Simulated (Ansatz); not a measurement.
# H₃S+ (triplet): a spread of methods, bases and active spaces at distance S1–H3 = 1.694 Å

What do other methods, bases and active spaces give for H₃S+ (triplet) at this geometry, and how long do they take?

Method: the settings change from run to run; program: Ansatz 0.2.0, Gaussian basis.

### Step 1. What is computed

The geometry derives from a PBE0/def2-TZVP stationary point (not a proven minimum). One bond is set to the value named and the two fragments are kept rigid.

4 atoms, charge 1, spin multiplicity 3.

Atoms are counted from 1 here; the program's logs count them from 0.

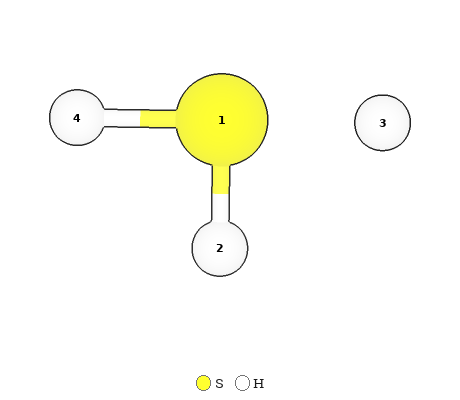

The geometry (sulfur yellow, hydrogen white); atoms are numbered from 1 in the order of the file.

### Step 2. BCCD on ROHF/cc-pVDZ

in.yaml

```yaml
crystal:
  periodic: [false, false, false]
  atoms:
    - {symbol: S, position_ang: [0.000000, -0.039110, -0.004995]}
    - {symbol: H, position_ang: [0.000000, 1.318370, -0.004995]}
    - {symbol: H, position_ang: [0.000000, -0.036981, 1.689004]}
    - {symbol: H, position_ang: [0.000000, -0.037199, -1.525122]}
basis:
  gaussian: {orbitals: cc-pVDZ}
total_charge: 1
magnetization: {spin_polarized: false, initial_magnetization: 2}
correlation: {method: bccd, electrons: valence}
accuracy: high
```

Command:

```sh
> ansatz run in.yaml --threads 1 --pin off --events-out ev --progress --plain --max-ram 2393MiB
```

What it wrote, cut to the lines that bear on the results:

```text
Functional definition: HF
  name "HF"
  cite "Fock, Z. Phys. 61, 126 (1930) doi:10.1007/BF01340294"
  parent pbe
[...]
682 factors; integrals over basis functions are off by at most 3.8e-9 eV
[...]
mean field -10852.12787464 eV, -398.8083435567 hartree, gradient 1.5e-8 eV, S^2 2.000000; 0 other end points of the search recorded, 0 dependent functions left out
[...]
5 core orbitals not correlated: weight in the atoms' cores, before any rotation towards them, 1.000 or more for the frozen orbitals, at most 0.000 for the correlated occupied ones
reference -10852.12787464 eV, -398.8083435567 hartree; 5, 3 occupied and 23, 25 virtual orbitals, 682 factors
second order -3.56041968 eV of doubles, -0.17020336 eV of singles
cycle   1  -4.29726751 eV  change   -5.6e-1 eV  update   5.8e-2
[...]
cycle  23  -4.52033181 eV  change  -4.1e-11 eV  update  5.2e-10
Total energy: -10856.64820645 eV, -398.9744626867 hartree
```

Wall time 3.2 s (1 thread of AMD EPYC, shared host).

From the report: correlation -4.5203 eV; largest double amplitude 0.08.

### Step 3. CCSDT(Q)/B on ROHF/cc-pVDZ

in.yaml: that of step 2 with these lines changed.

```diff
@@ -11,3 +11,2 @@
 magnetization: {spin_polarized: false, initial_magnetization: 2}
-correlation: {method: bccd, electrons: valence}
-accuracy: high
+correlation: {method: ccsdt_q_b, electrons: valence}
```

The command is unchanged.

What it wrote, cut to the lines that bear on the results:

```text
Functional definition: HF
  name "HF"
  cite "Fock, Z. Phys. 61, 126 (1930) doi:10.1007/BF01340294"
  parent pbe
[...]
620 factors; integrals over basis functions are off by at most 2.5e-7 eV
[...]
mean field -10852.12787463 eV, -398.8083435563 hartree, gradient 5.2e-6 eV, S^2 2.000000; 0 other end points of the search recorded, 0 dependent functions left out
[...]
5 core orbitals not correlated: weight in the atoms' cores, before any rotation towards them, 1.000 or more for the frozen orbitals, at most 0.000 for the correlated occupied ones
reference -10852.12787463 eV, -398.8083435563 hartree; 5, 3 occupied and 23, 25 virtual orbitals, 620 factors
second order -3.56041963 eV of doubles, -0.17020334 eV of singles
cycle   1  -4.26693163 eV  change   -5.3e-1 eV  update   6.3e-2
[...]
cycle  15  -4.64703232 eV  change    1.2e-7 eV  update   1.9e-7
perturbative correction -0.00497252 eV, -0.0001827368 hartree
Total energy: -10856.77987948 eV, -398.9793015812 hartree
```

Run time: 17 s. Hardware: 1 thread of AMD EPYC, shared host.

From the report: correlation -4.6520 eV; T1 0.035; largest double amplitude 0.08.

### Step 4. NEVPT2(4,7)/6-31G*

in.yaml: that of step 3 with these lines changed.

```diff
@@ -8,5 +8,5 @@
 basis:
-  gaussian: {orbitals: cc-pVDZ}
+  gaussian: {orbitals: "6-31G*"}
 total_charge: 1
 magnetization: {spin_polarized: false, initial_magnetization: 2}
-correlation: {method: ccsdt_q_b, electrons: valence}
+correlation: {method: sc_nevpt2, electrons: outside_noble_gas, active_space: {window: {electrons: 4, orbitals: 7}, states: [{multiplicity: 3, weights: [0.5, 0.5]}]}}
```

Same command.

What it wrote, cut to the lines that bear on the results:

```text
Functional definition: HF
  name "HF"
  cite "Fock, Z. Phys. 61, 126 (1930) doi:10.1007/BF01340294"
  parent pbe
[...]
447 factors; integrals over basis functions are off by at most 4.3e-8 eV
[...]
mean field -10851.14704379 eV, -398.7722986877 hartree, gradient 1.9e-6 eV, S^2 2.000000; 0 other end points of the search recorded, 0 dependent functions left out
reference -10851.14704379 eV, -398.7722986877 hartree; 10, 8 occupied and 15, 17 virtual orbitals, 447 factors
state -10852.06002287 eV, -398.8058500502 hartree
state -10847.84453878 eV, -398.6509338670 hartree
state -10852.06002287 eV, -398.8058500502 hartree; corrected -10854.56260364 eV, -398.8978181969 hartree
state -10847.84453878 eV, -398.6509338670 hartree; corrected -10850.34078828 eV, -398.7426693442 hartree
state -10852.10023775 eV, -398.8073279194 hartree
state -10847.77747606 eV, -398.6484693575 hartree
state -10852.10023775 eV, -398.8073279194 hartree; corrected -10854.55772306 eV, -398.8976388391 hartree
state -10847.77747606 eV, -398.6484693575 hartree; corrected -10850.31024113 eV, -398.7415467572 hartree
state -10852.06002287 eV, -398.8058500502 hartree; corrected -10854.56260364 eV, -398.8978181969 hartree
state -10847.84453878 eV, -398.6509338670 hartree; corrected -10850.34078828 eV, -398.7426693442 hartree
[...]
Total energy: -10852.45169596 eV, -398.8202437705 hartree
```

It took 7.5 s on 1 thread of AMD EPYC, shared host.

From the report: 216 determinants; active occupations 1.48, 1.47, 1.00, 0.03, 0.01, 0.00, 0.00.

### Step 5. The runs in one table

Where basis and cores are those of an earlier UCCSDT(Q)/cc-pVDZ run (-10856.7801 eV), and the state is the same kind, the miss against it is given.

```csv
level,correlated,functions,energy (eV),from UCCSDT(Q) (meV),time
BCCD on ROHF/cc-pVDZ,valence,33,-10856.6482,131.9,3.2 s
CCSDT(Q)/B on ROHF/cc-pVDZ,valence,33,-10856.7799,0.3,17 s
"NEVPT2(4,7)/6-31G* (mean of several states)",outside noble gas,25,-10852.4517,,7.5 s
```

### Step 6. Results

```
            quantity                                  value
                runs                                      3
            quickest            BCCD on ROHF/cc-pVDZ, 3.2 s
             slowest       CCSDT(Q)/B on ROHF/cc-pVDZ, 17 s
nearest to UCCSDT(Q)  CCSDT(Q)/B on ROHF/cc-pVDZ (+0.3 meV)
```

Total energies in different bases or with other cores can't be set against each other. CCSDT(Q)/B on ROHF/cc-pVDZ took 5 times as long as BCCD on ROHF/cc-pVDZ. Among the comparable runs the misses span +0 to +132 meV.
